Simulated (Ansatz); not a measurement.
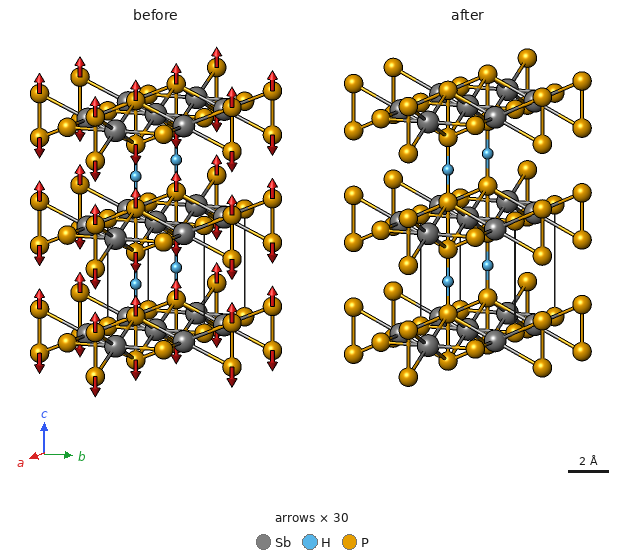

The structure of a crystal of Sb₂P₃H (a generated structure, set up in P4/mmm) before (left) and after (right) a relaxation, at one scale. The red arrows give the displacements (the part carried along by the change of the cell is left out), magnified 30 times.

Style: ball-and-stick. Shown: the cell of the calculation, repeated 2 × 1 × 2 with one cell outlined, slightly off an axis.

Level of theory: Ansatz, DFT PBE, scalar-relativistic, plane waves, PAW.

Input
```yaml
crystal:
  lattice:
    - [5.3323777528, 0.0, 0.0]
    - [0.0, 5.3323777528, 0.0]
    - [0.0, 0.0, 5.5866386342]
  atoms:
    - { symbol: Sb, position: [0.0, 0.5, 0.0] }
    - { symbol: Sb, position: [0.5, 0.0, 0.0] }
    - { symbol: H, position: [0.5, 0.5, 0.5] }
    - { symbol: P, position: [0.5, 0.5, 0.204026013] }
    - { symbol: P, position: [0.5, 0.5, 0.795973987] }
    - { symbol: P, position: [0.0, 0.0, 0.0] }
basis:
  ecutwfc: 420
kpoints:
  mp_grid: { grid: [8, 8, 8] }
hamiltonian:
  xc: pbe
scf:
  occupations: { method: gaussian, width: 0.1 }
output:
  forces: true
  stress: true
  eigenvalues: true
  write_density: true
  write_potential: true
  elf: true
  volumetric_format: npy
relax:
  adjacent_minimum: "off"
  f_tol: 0.01
  max_steps: 80
  cell: { stress_tol: 0.05 }
```

Run as
```bash
ansatz run input.yaml --threads 1 --pin off --max-ram 2560MiB --backend cpu --events-out ev --progress --plain --runs-dir out
```

> What changed between the two?

After 4 accepted moves (5 points after the start) the energy has fallen by 15.9 meV per atom. Largest force component: 0.48 eV/Å at the start, 0.0016 eV/Å at the end. Pressure: −0.16 GPa at the start and 0.01 GPa at the end. The SCF was repeated once at an unchanged geometry on a basis and grid sized afresh for the cell, which shifted the energy by less than 0.05 meV per atom at most. The largest moves relative to the cell, 0.037 Å, are those of P4 and P5. P5 goes along −c. H and Sb stay in place. Cell: a = b 5.332 → 5.228 Å (−2.0 %), c 5.587 → 5.795 Å (+3.7 %). Volume −0.3 %. Some distances before and after: P4–P5 2.280 → 2.438 Å, Sb1–P6 2.666 → 2.614 Å, H3–P4 1.653 → 1.679 Å, Sb1–P4 2.900 → 2.884 Å. Bond angles that change, for instance: P4–Sb2–P4 133.7° → 130.0°, Sb1–P4–Sb1 133.7° → 130.0°. The space group stays P4/mmm (No. 123).
